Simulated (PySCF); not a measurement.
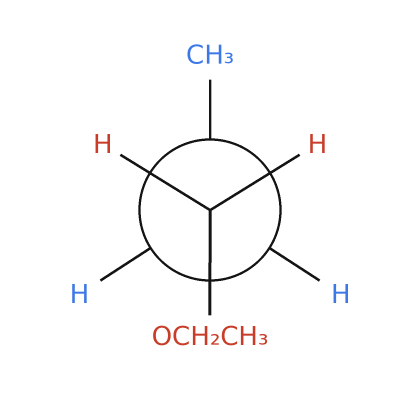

A Newman projection along the C–C bond, carbon in front; angles are drawn as computed, but eclipsed bonds slightly apart. The geometry was computed by an optimisation with PBE0-D3(BJ)/def2-SVP. No frequency run is at hand to confirm it as a minimum.

Which molecule is it?

Answer. C5H12O, CCCOCC

What is the torsion angle from the front OCH2CH3 to the back CH3? The sign is positive where the front bond must turn clockwise to cover the back bond.

Answer. 180°, antiperiplanar (anti). The conformation about this bond is staggered.
